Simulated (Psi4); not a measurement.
# WCl6 (SMILES Cl[W](Cl)(Cl)(Cl)(Cl)Cl) at TPSS/def2-SVP (core potential)

What is the vertical ionisation energy of WCl6 at TPSS/def2-SVP (core potential)? 

Program for the calculation: Psi4 1.11.

3 further runs of the same task are left out: 3 that didn't finish.

## 1. The molecule

WCl6: 7 atoms, total charge 0, spin state singlet. As SMILES, `Cl[W](Cl)(Cl)(Cl)(Cl)Cl`. The coordinates come from a PBE0-D4/def2-TZVP relaxation.

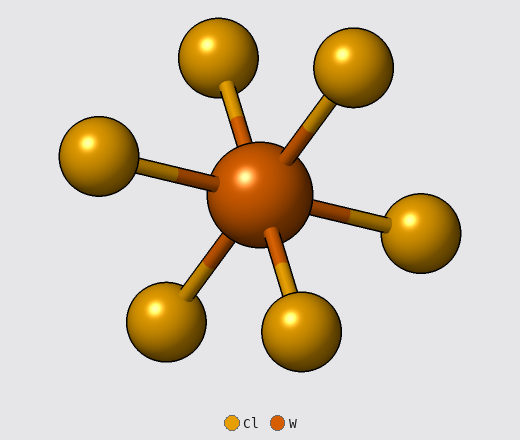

The structure, seen from a chosen angle (chlorine amber, tungsten orange).

## 2. Energy and forces at TPSS/def2-SVP (core potential)

The input, input.in:

```
memory 2.2 GB

molecule {
  Cl
  W 1 2.287332
  Cl 2 2.28733 1 89.99918
  Cl 2 2.287328 1 90.00014 3 -179.99941
  Cl 2 2.287341 4 89.99957 1 179.99921
  Cl 2 2.28733 4 90.00055 5 89.99957
  Cl 2 2.28733 4 89.99959 5 -89.9997
  symmetry c1
  no_reorient
  no_com
}

set {
  basis                def2-SVP
  reference            rks
  puream               true
  e_convergence        1e-09
  d_convergence        1e-08
  scf_type             pk
  dft_radial_points    99
  dft_spherical_points 590
}

e, wfn = gradient("tpss", return_wfn=True)
```

Started as:

```console
psi4 input.in input.out -n 1
```

input.out:

```text
[...]
  Running in c1 symmetry.
[...]
  Nuclear repulsion =  997.990851375990360
[...]
  Multiplicity = 1
[...]
  Nalpha       = 58
  Nbeta        = 58
[...]
    Number of basis functions: 140
[...]
   @RKS iter   1: -2827.18539387056580    3.78991e-01   7.49680e-03 ADIIS/DIIS
[...]
   @RKS iter  12: -2827.82115650169953   -7.78073e-10   9.01345e-09 DIIS
[...]
    Orbital Energies [Eh]
    ---------------------
    Doubly Occupied:
       1A   -101.005266     2A   -101.005255     3A   -101.005243
       4A   -101.005185     5A   -101.005182     6A   -101.005169
       7A     -9.279665     8A     -9.279662     9A     -9.279651
      10A     -9.279636    11A     -9.279634    12A     -9.279623
      13A     -7.061710    14A     -7.061704    15A     -7.061686
      16A     -7.061683    17A     -7.061675    18A     -7.061660
      19A     -7.058270    20A     -7.058266    21A     -7.058266
      22A     -7.058265    23A     -7.058263    24A     -7.058262
      25A     -7.058261    26A     -7.058254    27A     -7.058251
      28A     -7.058247    29A     -7.058240    30A     -7.058239
      31A     -3.040469    32A     -1.711420    33A     -1.711420
      34A     -1.711418    35A     -0.816494    36A     -0.788884
[...]
  @RKS Final Energy: -2827.82115650169953
   => Energetics <=
    Nuclear Repulsion Energy =            997.9908513759903599
    One-Electron Energy =               -5914.7900461552471825
    Two-Electron Energy =                2266.1908904711935975
    DFT Exchange-Correlation Energy =    -177.2128521936360528
    Empirical Dispersion Energy =           0.0000000000000000
    VV10 Nonlocal Energy =                  0.0000000000000000
    Total Energy =                      -2827.8211565016995337
[...]
 Multipole Moments:
 ------------------------------------------------------------------------------------
     Multipole            Electronic (a.u.)      Nuclear  (a.u.)        Total (a.u.)
 ------------------------------------------------------------------------------------
 L = 1.  Multiply by 2.5417464519 to convert [e a0] to [Debye]
 Dipole X            :         -0.0001043            0.0001011           -0.0000032
 Dipole Y            :         -0.0000484            0.0000505            0.0000021
 Dipole Z            :         -0.0001606            0.0001392           -0.0000214
 Magnitude           :                                                    0.0000217
[...]
  -Total Gradient:
     Atom            X                  Y                   Z
    ------   -----------------  -----------------  -----------------
       1       -0.000002470292     0.000021908936     0.014274193825
       2       -0.000000131049     0.000000461732    -0.000002324727
       3        0.000036281508     0.014280532515     0.000027551655
       4       -0.000036544477    -0.014281364400    -0.000028218558
       5        0.000003089325    -0.000021578338    -0.014271456625
       6        0.014296286951     0.000018956630     0.000004901637
       7       -0.014296500459    -0.000018910632    -0.000004653026
[...]
```

It took 2.1 min on 1 thread of Intel Xeon Platinum 8259CL at 2.50GHz (Skylake/Cascade Lake), shared host; peak memory 1.1 GiB.

## 3. The doublet cation

The input, calc.in:

```
memory 2.2 GB

molecule mol {
  1 2
  Cl
  W 1 r2
  Cl 2 r3 1 a3
  Cl 2 r4 1 a4 3 d4
  Cl 2 r5 4 a5 1 d5
  Cl 2 r6 4 a6 5 d6
  Cl 2 r7 4 a7 5 d7

  r2 = 2.287332
  r3 = 2.28733
  a3 = 89.99918
  r4 = 2.287328
  a4 = 90.00014
  d4 = -179.99941
  r5 = 2.287341
  a5 = 89.99957
  d5 = 179.99921
  r6 = 2.28733
  a6 = 90.00055
  d6 = 89.99957
  r7 = 2.28733
  a7 = 89.99959
  d7 = -89.9997
  units angstrom
  symmetry c1
}

set {
  reference            uks
  puream               true
  e_convergence        1e-09
  d_convergence        1e-08
  scf_type             pk
  dft_radial_points    99
  dft_spherical_points 590
  maxiter              100
}

e_tot, wfn = gradient('tpss/def2-SVP', return_wfn=True)
```

Started as:

```console
psi4 -i calc.in -o calc.out -n 1
```

calc.out:

```text
[...]
    !!!  WARNING: ECP capability is in beta. Please check occupations closely.  !!!
[...]
  Running in c1 symmetry.
[...]
  Nuclear repulsion =  997.990851375990360
[...]
  Multiplicity = 2
[...]
  Nalpha       = 58
  Nbeta        = 57
[...]
    Number of basis functions: 140
[...]
   @UKS iter   1: -2826.81568929666810    8.33427e-01   7.29098e-03 ADIIS/DIIS
[...]
   @UKS iter  29: -2827.43481209061019   -2.72848e-12   3.89537e-09 DIIS
[...]
   @S^2 Observed:                7.570196127E-01
[...]
  @UKS Final Energy: -2827.43481209061019
   => Energetics <=
    Nuclear Repulsion Energy =            997.9908513759903599
    One-Electron Energy =               -5892.2299101798835181
    Two-Electron Energy =                2243.6229636427106016
    DFT Exchange-Correlation Energy =    -176.8187169294275520
    Empirical Dispersion Energy =           0.0000000000000000
    VV10 Nonlocal Energy =                  0.0000000000000000
    Total Energy =                      -2827.4348120906101940
[...]
 Multipole Moments:
 ------------------------------------------------------------------------------------
     Multipole            Electronic (a.u.)      Nuclear  (a.u.)        Total (a.u.)
 ------------------------------------------------------------------------------------
 L = 1.  Multiply by 2.5417464519 to convert [e a0] to [Debye]
 Dipole X            :         -0.0001009            0.0001011            0.0000002
 Dipole Y            :         -0.0000485            0.0000505            0.0000019
 Dipole Z            :         -0.0001459            0.0001392           -0.0000068
 Magnitude           :                                                    0.0000070
[...]
  -Total Gradient:
     Atom            X                  Y                   Z
    ------   -----------------  -----------------  -----------------
       1        0.000061493031    -0.000041631666     0.011981241184
       2        0.000000288893     0.000000558867    -0.000000980929
       3        0.000097803513     0.011987268770    -0.000035185513
       4       -0.000097859102    -0.011988117145     0.000034562119
       5       -0.000061279450     0.000041948971    -0.011979330482
       6        0.012003566062     0.000081623316     0.000064869069
       7       -0.012004003029    -0.000081647154    -0.000065180039
[...]
```

Run time: 5 min. Hardware: 1 thread of Intel Xeon Platinum 8259CL at 2.50GHz (Skylake/Cascade Lake), shared host; peak memory 1.1 GiB.

## 4. Summary of results

Level: TPSS/def2-SVP (core potential).

```
                                          quantity           value
                        singlet WCl6: total energy  -2827.82116 Eh
                       singlet WCl6: dipole moment          0.00 D
                         singlet WCl6: HOMO energy        -8.03 eV
                         singlet WCl6: LUMO energy        -5.73 eV
                       singlet WCl6: HOMO–LUMO gap         2.30 eV
            singlet WCl6: largest force on an atom      0.735 eV/Å
                      doublet cation: total energy  -2827.43481 Eh
doublet cation: HOMO energy (highest over α and β)       -13.05 eV
 doublet cation: LUMO energy (lowest over α and β)       -12.99 eV
                              doublet cation: ⟨S²⟩           0.757
          doublet cation: largest force on an atom      0.617 eV/Å
vertical ionisation energy (to the doublet cation)       10.513 eV
```

**Reading.** The vertical ionisation energy comes to 10.51 eV (242 kcal/mol). The largest force (singlet WCl6) is 0.74 eV/Å: the shape isn't a stationary point for this species at this level. −ε(HOMO) before ionisation, 8.03 eV, is 2.48 eV below this ionisation energy.
